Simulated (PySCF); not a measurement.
```yaml
atoms:
  - { symbol: C, position_ang: [2.4795, 1.8635, 0.4348] }
  - { symbol: C, position_ang: [2.1183, 0.7292, 0.2595] }
  - { symbol: Si, position_ang: [1.5078, -1.0139, 0.0651] }
  - { symbol: Cl, position_ang: [2.9426, -2.2129, 0.8944] }
  - { symbol: Si, position_ang: [-0.5103, -1.3636, 1.1286] }
  - { symbol: O, position_ang: [-1.5945, -0.4159, 0.3833] }
  - { symbol: Si, position_ang: [-2.2962, 0.8850, -0.2785] }
  - { symbol: H, position_ang: [2.8072, 2.8539, 0.5760] }
  - { symbol: H, position_ang: [1.5874, -1.2557, -1.3848] }
  - { symbol: H, position_ang: [-0.5323, -0.9896, 2.5483] }
  - { symbol: H, position_ang: [-1.0704, -2.7111, 0.9796] }
  - { symbol: H, position_ang: [-3.3072, 0.3384, -1.1788] }
  - { symbol: H, position_ang: [-1.2551, 1.6316, -0.9838] }
  - { symbol: H, position_ang: [-2.8777, 1.6606, 0.8143] }
```

Geometry: GFN2-xTB.

Level of theory: PySCF, B3LYP/def2-SVPD, SCF density, gas phase.

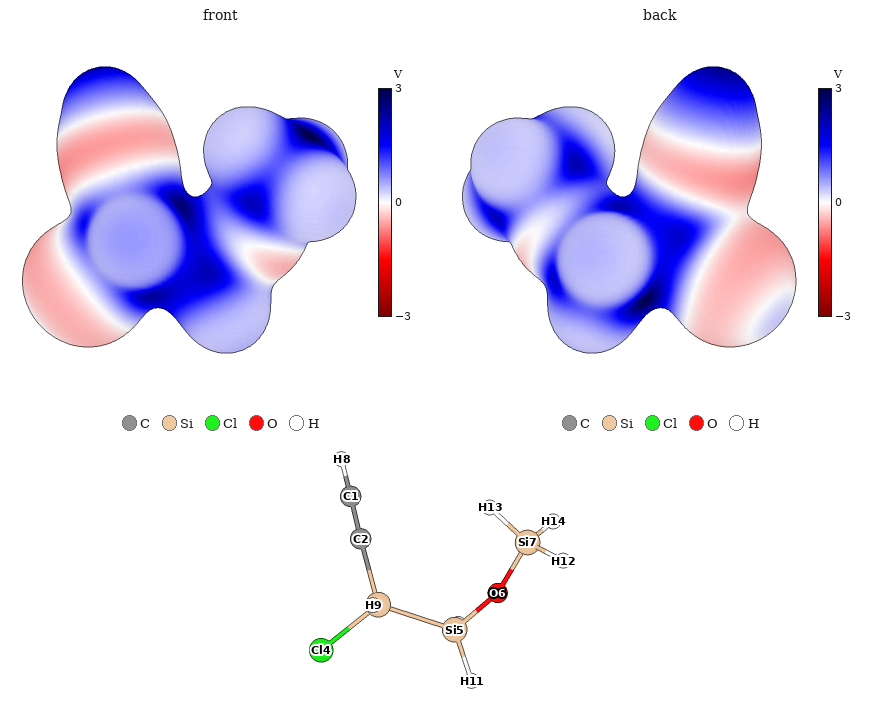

C2H7ClOSi3. The electrostatic potential painted on the density surface at 0.004 e/bohr³, seen from the front and from behind; the colour scale runs from red (negative) to blue (positive). The bare structure is drawn below in the same view.

Where is the surface potential most negative and most positive?

Answer. The most negative region (about −0.6 V) lies over C1 and C2, the most positive (about +2.7 V) over Si3, Si5 and Si7. Cl4 shows a σ-hole: about +0.3 V at the tip opposite its bond, against about −0.4 V on its flanks.
